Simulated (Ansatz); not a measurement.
Nd$_{3}$Si$_{2}$I

The calculation's input:

```
crystal:
  lattice:
    - [4.2684786275, 0.0, 0.0]
    - [-2.1342393138, 3.6966109269, 0.0]
    - [0.0, 0.0, 11.1190602403]
  atoms:
    - { symbol: Nd, position: [0.3333333333, 0.6666666667, 0.2089216187] }
    - { symbol: Nd, position: [0.0, 0.0, 0.5] }
    - { symbol: Nd, position: [0.6666666667, 0.3333333333, 0.7910783813] }
    - { symbol: Si, position: [0.3333333333, 0.6666666667, 0.6579451084] }
    - { symbol: Si, position: [0.6666666667, 0.3333333333, 0.3420548916] }
    - { symbol: I, position: [0.0, 0.0, 0.0] }
basis:
  ecutwfc: 660
kpoints:
  mp_grid: { grid: [12, 12, 4] }
hamiltonian:
  xc: pbe
  pseudopotentials:
    kind: paw
    azcp: { Nd: "pseudopotentials/pbe/nc/lanthanide_3plus/Nd.nc.azcp" }
scf:
  occupations: { method: gaussian, width: 0.1 }
output:
  forces: true
  stress: true
  eigenvalues: true
  write_density: true
  write_potential: true
  elf: true
  volumetric_format: npy
relax:
  adjacent_minimum: "off"
  f_tol: 0.01
  max_steps: 30
  cell: { stress_tol: 0.1, fix: [volume] }
```

Run with:

```sh
ansatz run input.yaml --threads 1 --pin off --max-ram 2816MiB --backend cpu --events-out ev --progress --plain --runs-dir out
```

Below, planes, directions and counts refer to the conventional cell (a = 4.27 Å, b = 4.27 Å, c = 11.11 Å, α = 90.00°, β = 90.00°, γ = 120.00°).

The fields are those of the run's last geometry, not of the input's.

Space group P-3m1; a generated structure, not necessarily the stable one; changed on purpose from its base cell (volume × 0.97, shape and atoms relaxed); computed without spin polarisation; no Hubbard U on the f states and no spin–orbit coupling.

These are results of Ansatz 0.2.0, DFT PBE, scalar-relativistic, plane waves, PAW; 4f electrons in the core of a trivalent norm-conserving potential, not measurements.

What can the converged valence pseudo-density and electron localisation function tell about the bonding?

Nd–Si (2.89 Å): ρ is about 0.26 e/Å³ halfway; the ELF peaks at about 0.75 in the valence shell of Si, 0.9 Å from its nucleus, and drops to about 0.20 between the two atoms.
Nd–I (3.37 Å): ρ is about 0.14 e/Å³ halfway; the ELF peaks at about 0.75 in the valence shell of I, 1.3 Å from its nucleus, and drops to about 0.10 between the two atoms (no shared electron pair shows on this line).
Nd–Si (3.03 Å): the density is about 0.21 e/Å³ at the midpoint; the ELF peaks at about 0.80 in the valence shell of Si, 1.0 Å from its nucleus, and drops to about 0.20 between the two atoms.

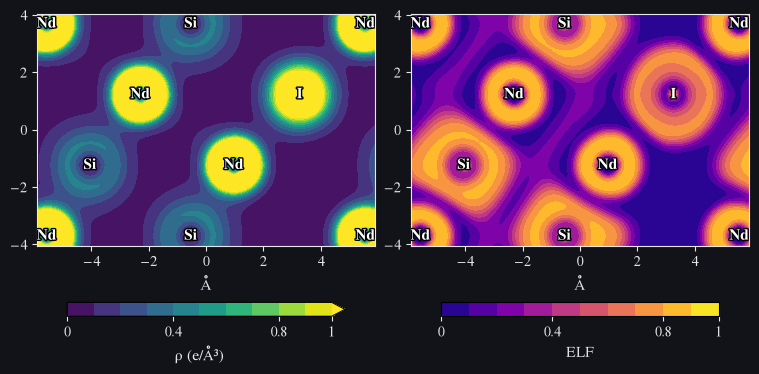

Computed valence pseudo-density and electron localisation function on the (110) plane of the conventional cell, in this order. 
